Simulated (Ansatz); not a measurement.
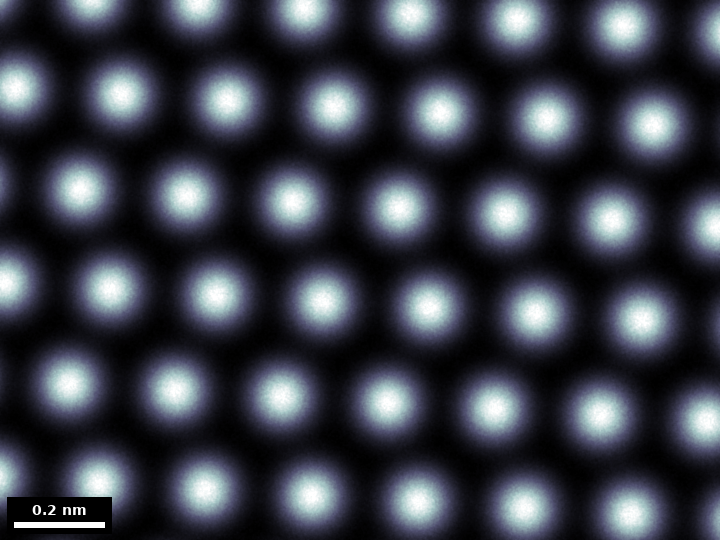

Dark-field STEM-like image of Os (P6_3/mmc, No. 194). Simulated incoherent Z contrast: every atom adds Z^1.7 spread by a probe of 1.09 Å full width; channelling and multiple scattering are left out. Shot noise was added. Model: a calculation's starting geometry.

```cif
data_structure
_symmetry_space_group_name_H-M 'P6_3/mmc'
_symmetry_Int_Tables_number 194
_cell_length_a 2.7190
_cell_length_b 2.7190
_cell_length_c 4.3080
_cell_angle_alpha 90.000
_cell_angle_beta 90.000
_cell_angle_gamma 120.000
_cell_volume 27.58
loop_
_atom_site_label
_atom_site_type_symbol
_atom_site_symmetry_multiplicity
_atom_site_Wyckoff_symbol
_atom_site_fract_x
_atom_site_fract_y
_atom_site_fract_z
_atom_site_occupancy
Os1 Os 2 d 0.33333 0.66667 0.75000 1
```

Along which zone axis is the crystal seen: [210], [100], [310] or [201]? (Directions equivalent by symmetry count as one.)

Answer. [100]. The projected cells are 1.36 × 2.15 Å, 90° for [210]; 2.35 × 4.31 Å, 90° for [100]; 0.89 × 4.31 Å, 90° for [310]; 1.69 × 2.50 Å, 110° for [201], and the image repeats as the [100] one does.
